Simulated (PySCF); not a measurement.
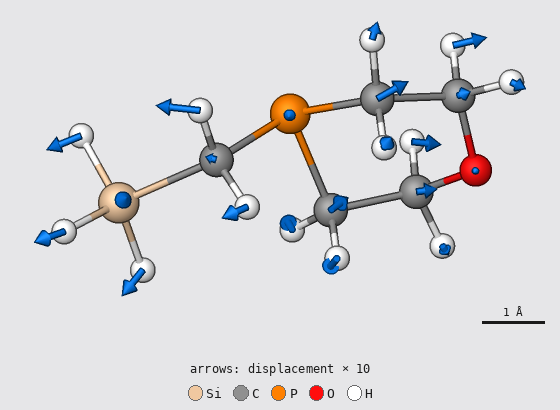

A relaxation of C₅H₁₃OPSi. The starting structure is drawn; blue arrows show the displacements, magnified 10 times. The two geometries are superimposed by the best rigid fit.

A ball-and-stick model, seen from a free direction.

The start comes from GFN2-xTB. Its atoms were then displaced at random by about 0.01 Å.

Computed with PySCF 2.14.0, density-fitted response routines, PBE0-D3(BJ)/def2-SVP geometry optimisation, gas phase. 

What happened in the run?

Answer. Over 4 geometry steps the energy falls by 22.0 kJ/mol. The atom that moves furthest after the best rigid fit is an H atom (0.074 Å). By element the largest moves are H 0.074 Å, C 0.060 Å, Si 0.055 Å, P 0.020 Å, O 0.008 Å. Near-neighbour distances that change, for instance: C–Si 1.937 → 1.887 Å, H–Si 1.450 → 1.495 Å, C–C 1.565 → 1.525 Å, C–H 1.074 → 1.103 Å. Bond angles that change, for instance: C–Si–H 106.5° → 109.9°, H–C–H 111.2° → 107.9°, Si–C–H 110.5° → 107.4°. The run took 62 s on 1 thread of AMD EPYC 9R14 (shared host).
